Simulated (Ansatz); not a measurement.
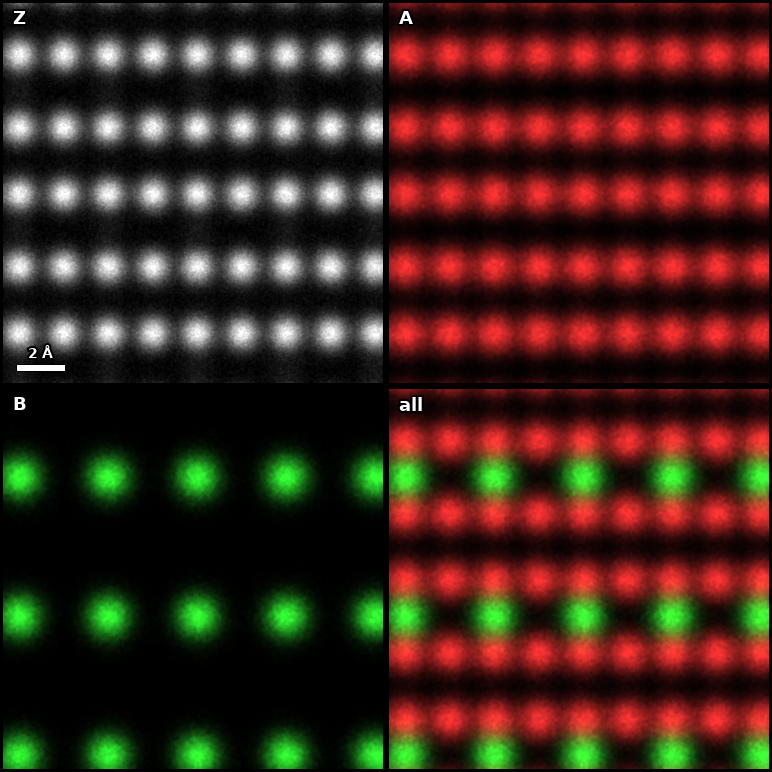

Ga4N (P4/mmm, No. 123) along [100]. Panel Z: The image is simulated as a sum over atoms of Z^1.8, blurred by a 1.08 Å probe (no channelling). The probe carries 25 % of its weight in a tail 2.5 times as wide. Shot noise was added. The other panels are simulated element maps (the number of atoms of one element along the beam, blurred by 1.4 Å, with counting noise; each on its own scale, no channelling); the last overlays them. Structure used: the geometry relaxed with DFT PBE, scalar-relativistic, plane waves, PAW in Ansatz 0.2.0; the starting structure was generated, so it need not be a known form of this composition.

```cif
data_structure
_symmetry_space_group_name_H-M 'P4/mmm'
_symmetry_Int_Tables_number 123
_cell_length_a 3.7830
_cell_length_b 3.7830
_cell_length_c 5.9185
_cell_angle_alpha 90.000
_cell_angle_beta 90.000
_cell_angle_gamma 90.000
_cell_volume 84.70
loop_
_atom_site_label
_atom_site_type_symbol
_atom_site_symmetry_multiplicity
_atom_site_Wyckoff_symbol
_atom_site_fract_x
_atom_site_fract_y
_atom_site_fract_z
_atom_site_occupancy
Ga1 Ga 4 i 0.50000 0.00000 0.26109 1
N1 N 1 a 0.00000 0.00000 0.00000 1
```

> Which element does each lettered map show?

A: Ga, B: N. The projected cell (3.78 × 5.92 Å, 90°) holds 5 columns: 4 of Ga and 1 of N. No column is shared by two of the mapped elements.
